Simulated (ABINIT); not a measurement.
# Quasiparticle gap of WS2 (Tungstenite) in ABINIT

How does a plane-wave GW calculation on WS2 (Tungstenite) run from the first input to the gap?

Calculated with ABINIT 10.8.3; PBE and many-body steps on it, plane waves.

**1. The structure**

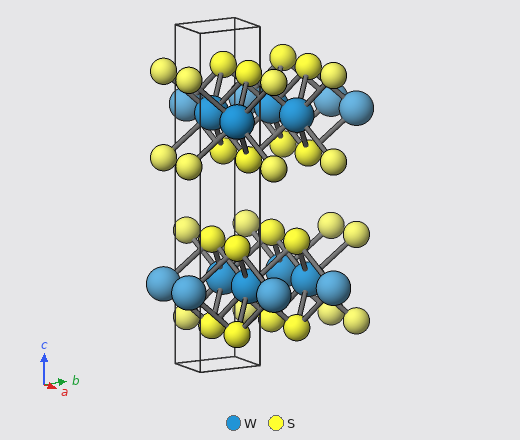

Start, viewed slightly off an axis; tungsten blue, sulfur yellow. 2×2×1 cells are drawn. Some periodic images of atoms are drawn too.

The cell and positions come from the Crystallography Open Database and are kept as given unless a step says otherwise. Spin-orbit coupling is left out unless a step names it.

**2. Ground state**

This step: ABINIT 10.8.3; DFT, PBE, plane waves, norm-conserving pseudopotentials.

The ground-state density comes first.

File run.abi:

```
acell 3*1.0 Angstrom
rprim 
  3.153199999992 0.000000000002 0.000000000000
  -1.576599999998 2.730751303206 0.000000000000
  0.000000000000 0.000000000000 12.323000000000
ntypat 2
znucl 74 16
natom 6
typat 1 1 2 2 2 2
xred 
  0.333333333333 0.666666666667 0.250000000000
  0.666666666667 0.333333333333 0.750000000000
  0.333333333333 0.666666666667 0.622500000000
  0.666666666667 0.333333333333 0.122500000000
  0.333333333333 0.666666666667 0.877500000000
  0.666666666667 0.333333333333 0.377500000000
pp_dirpath "pseudos"
pseudos "W.upf, S.upf"
ecut 31
ngkpt 6 6 2
nshiftk 1
shiftk 0 0 0
kptopt 1
chksymbreak 0
nband 33
occopt 1
tolvrs 1e-10
nstep 60
prtwf 0
indata_prefix "in"
outdata_prefix "out"
tmpdata_prefix "tmp"
```

Run with:

```sh
> OMP_NUM_THREADS=1 mpirun -n 8 abinit run.abi > log
```

Numbers of over 12 decimals in the logs are rounded to 6 here.

The program printed:

```text
.Version 10.8.3 of ABINIT. v10.8.2 released Aug 2026.

 Symmetries : space group P6_3/m m c (#194); Bravais hP (primitive hexag.)
================================================================================
 Values of the parameters that define the memory need of the present run
     intxc =       0    ionmov =       0      iscf =       7    lmnmax =       8
     lnmax =       8     mgfft =     120  mpssoang =       4    mqgrid =    5837
     natom =       6  nloc_mem =       1    nspden =       1   nspinor =       1
    nsppol =       1      nsym =      24    n1xccc =    2501    ntypat =       2
    occopt =       1   xclevel =       2
-    mband =          33        mffmem =           1         mkmem =           2
       mpw =        5944          nfft =      108000          nkpt =          14
================================================================================
  Rough estimation (10% accuracy) of disk space for files :
================================================================================

--------------------------------------------------------------------------------
------------- Echo of variables that govern the present computation ------------
--------------------------------------------------------------------------------
 -outvars: echo values of preprocessed input variables --------
            acell      1.8897261259E+00  1.8897261259E+00  1.8897261259E+00 Bohr

      chksymbreak           0
             ecut      3.10000000E+01 Hartree
-          fftalg         312

              ixc     -101130
              kpt      0.00000000E+00  0.00000000E+00  0.00000000E+00
                       1.66666667E-01  0.00000000E+00  0.00000000E+00
                       3.33333333E-01  0.00000000E+00  0.00000000E+00
                       5.00000000E-01  0.00000000E+00  0.00000000E+00
                       1.66666667E-01  1.66666667E-01  0.00000000E+00
                       3.33333333E-01  1.66666667E-01  0.00000000E+00
                       3.33333333E-01  3.33333333E-01  0.00000000E+00
                       0.00000000E+00  0.00000000E+00  5.00000000E-01
                       1.66666667E-01  0.00000000E+00  5.00000000E-01
                       3.33333333E-01  0.00000000E+00  5.00000000E-01
                       5.00000000E-01  0.00000000E+00  5.00000000E-01
[...]
kptrlatt        6    0    0      0    6    0      0    0    2
          kptrlen      3.57521065E+01
P           mkmem           2
            natom           6
            nband          33
            ngfft          30      30     120
             nkpt          14
            nstep          60
             nsym          24
           ntypat           2
              occ      2.000000  2.000000  2.000000  2.000000  2.000000  2.000000
                       2.000000  2.000000  2.000000  2.000000  2.000000  2.000000
                       2.000000  2.000000  2.000000  2.000000  2.000000  2.000000
                       2.000000  2.000000  2.000000  2.000000  2.000000  2.000000
                       2.000000  2.000000  0.000000  0.000000  0.000000  0.000000
[...]
prtwf           0
            rprim      3.1532000000E+00  2.0000000000E-12  0.0000000000E+00
[...]
spgroup         194

           tolvrs      1.00000000E-10

             xred      3.3333333333E-01  6.6666666667E-01  2.5000000000E-01
[...]
znucl       74.00000   16.00000

================================================================================

 chkinp: Checking input parameters for consistency.

================================================================================
== DATASET  1 ==================================================================
-   mpi_nproc: 8, omp_nthreads: 1 (-1 if OMP is not activated)

--- !DatasetInfo
iteration_state: {dtset: 1, }
dimensions: {natom: 6, nkpt: 14, mband: 33, nsppol: 1, nspinor: 1, nspden: 1, mpw: 5944, }
cutoff_energies: {ecut:  31.0, pawecutdg:  -1.0, }
electrons: {nelect:   5.20000000E+01, charge:   0.00000000E+00, occopt:   1.00000000E+00, tsmear:   1.00000000E-02, }

 Real(R)+Recip(G) space primitive vectors, cartesian coordinates (Bohr,Bohr^-1):
 R(1)=  5.9586844  0.0000000  0.0000000  G(1)=  0.1678223  0.0968922  0.0000000
 R(2)= -2.9793422  5.1603721  0.0000000  G(2)=  0.0000000  0.1937845  0.0000000
 R(3)=  0.0000000  0.0000000 23.2870950  G(3)=  0.0000000  0.0000000  0.0429422
 Unit cell volume ucvol=  7.1605555E+02 bohr^3
 Angles (23,13,12)=  9.00000000E+01  9.00000000E+01  1.20000000E+02 degrees

 getcut: wavevector=  0.0000  0.0000  0.0000  ngfft=  30  30 120
         ecut(hartree)=     31.000   => boxcut(ratio)=   2.01023

--- Pseudopotential description ------------------------------------------------
- W Generated using ONCVPSP code by D. R. Hamann
- 74.00000  14.00000  171031                  znucl, zion, pspdat
12 -101130 3 -1 1396                          pspcod,pspxc,lmax,lloc,mmax
     nproj     2     2     2     2
  pspatm : epsatm=   11.70739509
         --- l  ekb(1:nproj) -->
[...]
pspatm: atomic psp has been read  and splines computed

- S Generated using ONCVPSP code by D. R. Hamann
- 16.00000   6.00000  171031                  znucl, zion, pspdat
[...]
ETOT  8  -196.02959029387    -2.850E-09 5.135E-04 2.264E-06
 ETOT  9  -196.02959029411    -2.405E-10 1.853E-04 7.420E-08
 ETOT 10  -196.02959029411    -7.873E-12 4.535E-04 3.028E-09
 ETOT 11  -196.02959029411    -4.547E-13 1.653E-04 3.319E-10
 ETOT 12  -196.02959029412    -1.450E-12 4.851E-04 6.799E-12

 At SCF step   12       vres2   =  6.80E-12 < tolvrs=  1.00E-10 =>converged.

 Cartesian components of stress tensor (hartree/bohr^3)
  sigma(1 1)= -1.47127000E-04  sigma(3 2)=  0.00000000E+00
  sigma(2 2)= -1.47127000E-04  sigma(3 1)=  0.00000000E+00
  sigma(3 3)= -1.47330012E-04  sigma(2 1)=  0.00000000E+00

--- !ResultsGS
iteration_state: {dtset: 1, }
comment   : Summary of ground state results
lattice_vectors:
- [  5.9586844,   0.0000000,   0.0000000, ]
- [ -2.9793422,   5.1603721,   0.0000000, ]
- [  0.0000000,   0.0000000,  23.2870950, ]
lattice_lengths: [   5.95868,    5.95868,   23.28710, ]
lattice_angles: [ 90.000,  90.000, 120.000, ] # degrees, (23, 13, 12)
lattice_volume:   7.1605555E+02
convergence: {deltae: -1.450E-12, res2:  6.799E-12, residm:  4.851E-04, diffor: null, }
etotal    :  -1.96029590E+02
entropy   :   0.00000000E+00
fermie    :   3.49444803E-01
cartesian_stress_tensor: # hartree/bohr^3
- [ -1.47127000E-04,   0.00000000E+00,   0.00000000E+00, ]
- [  0.00000000E+00,  -1.47127000E-04,   0.00000000E+00, ]
- [  0.00000000E+00,   0.00000000E+00,  -1.47330012E-04, ]
pressure_GPa:   4.3306E+00
xred      :
- [  3.3333E-01,   6.6667E-01,   2.5000E-01,  W]
- [  6.6667E-01,   3.3333E-01,   7.5000E-01,  W]
- [  3.3333E-01,   6.6667E-01,   6.2250E-01,  S]
- [  6.6667E-01,   3.3333E-01,   1.2250E-01,  S]
- [  3.3333E-01,   6.6667E-01,   8.7750E-01,  S]
- [  6.6667E-01,   3.3333E-01,   3.7750E-01,  S]
cartesian_forces: # hartree/bohr
- [ -7.53143097E-30,  -2.17413685E-29,  -0.00000000E+00, ]
- [ -7.53143097E-30,  -2.17413685E-29,   1.80669085E-31, ]
- [  1.50628619E-29,   1.34796485E-28,  -2.40440504E-03, ]
- [ -7.53143097E-30,  -4.78310107E-29,  -2.40440504E-03, ]
- [ -7.53143097E-30,   3.04379159E-29,   2.40440504E-03, ]
- [  1.50628619E-29,  -7.39206529E-29,   2.40440504E-03, ]
force_length_stats: {min:   2.30089017E-29, max:   2.40440504E-03, mean:   1.60293670E-03, }

 Integrated electronic density in atomic spheres:
 ------------------------------------------------
 Atom  Sphere_radius  Integrated_density
[...]
================================================================================

 ----iterations are completed or convergence reached----

 Mean square residual over all n,k,spin=   29.308E-07; max=  48.513E-05
 reduced coordinates (array xred) for    6 atoms
[...]
0.666666666667      0.333333333333      0.750000000000
       0.333333333333      0.666666666667      0.622500000000
       0.666666666667      0.333333333333      0.122500000000
       0.333333333333      0.666666666667      0.877500000000
       0.666666666667      0.333333333333      0.377500000000
 rms dE/dt=  2.6395E-02; max dE/dt=  5.5992E-02; dE/dt below (all hartree)
    1       0.000000000000      0.000000000000      0.000000000000
    2       0.000000000000      0.000000000000     -0.000000000000
    3      -0.000000000000     -0.000000000000      0.055991608805
    4       0.000000000000      0.000000000000      0.055991608805
    5       0.000000000000     -0.000000000000     -0.055991608805
    6      -0.000000000000      0.000000000000     -0.055991608805

 cartesian coordinates (angstrom) at end:
    1     -1.33e-12     1.820501     3.080750
    2      1.576600     0.910250     9.242250
    3     -1.33e-12     1.820501     7.671068
    4      1.576600     0.910250     1.509567
[...]
cartesian forces (hartree/bohr) at end:
[...]
frms,max,avg= 1.1334474E-03 2.4044050E-03   0.000E+00  0.000E+00  0.000E+00 h/b

 cartesian forces (eV/Angstrom) at end:
[...]
2     -0.000000    -0.000000     0.000000
    3      0.000000     0.000000    -0.123639
    4     -0.000000    -0.000000    -0.123639
    5     -0.000000     0.000000     0.123639
    6      0.000000    -0.000000     0.123639
 frms,max,avg= 5.8284209E-02 1.2363948E-01   0.000E+00  0.000E+00  0.000E+00 e/A
 length scales=  1.889726125908  1.889726125908  1.889726125908 bohr
              =  1.000000000000  1.000000000000  1.000000000000 angstroms
 prteigrs : about to open file out_EIG
 Fermi (or HOMO) energy (hartree) =   0.34944   Average Vxc (hartree)=  -0.41084
 Eigenvalues (hartree) for nkpt=  14  k points:
 kpt#   1, nband= 33, wtk=  0.01389, kpt=  0.0000  0.0000  0.0000 (reduced coord)
  -2.39287   -2.39287   -1.07959   -1.07958   -1.07265   -1.07265   -1.07265   -1.07265
  -0.22539   -0.21688   -0.16868   -0.15256    0.06843    0.10714    0.20801    0.22170
   0.22170    0.22222    0.22222    0.26709    0.26709    0.26906    0.26906    0.29374
   0.30457    0.34944    0.43436    0.43442    0.43474    0.43539    0.43621    0.43925
   0.44308
 prteigrs : prtvol=0 or 1, do not print more k-points.

--- !EnergyTerms
iteration_state     : {dtset: 1, }
comment             : Components of total free energy in Hartree
kinetic             :  5.62979939834143E+01
hartree             :  5.12043006751492E+01
xc                  : -4.59534279593619E+01
Ewald energy        : -1.20345391836037E+02
psp_core            :  4.31999703190776E+00
local_psp           : -1.72738556691340E+02
non_local_psp       :  3.11854945021525E+01
total_energy        : -1.96029590294116E+02
total_energy_eV     : -5.33423689713459E+03
band_energy         : -1.79620718597031E+01

 Cartesian components of stress tensor (hartree/bohr^3)
  sigma(1 1)= -1.47127000E-04  sigma(3 2)=  0.00000000E+00
  sigma(2 2)= -1.47127000E-04  sigma(3 1)=  0.00000000E+00
  sigma(3 3)= -1.47330012E-04  sigma(2 1)=  0.00000000E+00

-Cartesian components of stress tensor (GPa)         [Pressure=  4.3306E+00 GPa]
- sigma(1 1)= -4.32862578E+00  sigma(3 2)=  0.00000000E+00
- sigma(2 2)= -4.32862578E+00  sigma(3 1)=  0.00000000E+00
- sigma(3 3)= -4.33459861E+00  sigma(2 1)=  0.00000000E+00

== END DATASET(S) ==============================================================
================================================================================

 -outvars: echo values of variables after computation  --------
           etotal     -1.9602959029E+02
            nband          33
             nkpt          14
          spgroup         194
 [... the other variables as echoed above ...]

 Calculation completed.
```

Run time: 24 s. Hardware: 8 MPI ranks of Arm Neoverse V2, shared host; peak memory 0.69 GiB; 3.2 min of CPU time.

This step gave:

| Item | Value |
| --- | --- |
| total energy | -5334.2369 eV |
| gap | 0.9807 eV |
| k of the valence top | 0, 0, 0 |
| k of the conduction bottom | 0.1667, 0.1667, 0 |
| least direct gap | 1.837 eV |
| pressure | 4.331 GPa |

The gap is indirect, with the least direct gap 0.86 eV higher.

The cutoff was set for levels, not for stress, so the pressure can be off by some GPa.

[end of part 1 of 3]

[Paths, hosts, dates, memory and timing lines, banners, echoed tables and standing remarks are left out of the program output.]

[Logs are printed without paths, hosts, clocks, repeated set-up lines and the standing remarks that a program may print on its own settings, such as how far it seeks lower states.]

[Runs of the session that timed out or met a known fault of the program may be left out.]

[Hosts, paths, dates, database ids (printed as entryN), source tags and the programs' standing remarks are cut or masked in the printed files.]

[G0W0 gaps are taken among the corrected bands and points alone; a level outside them can change the order at an edge.]

[Where Ansatz stands beside ABINIT at settings called matched, ABINIT's density can come from a denser mesh and the files from another edition; pairs whose starting gaps differed by over 0.03 eV were left out, so agreement reads better than it is.]
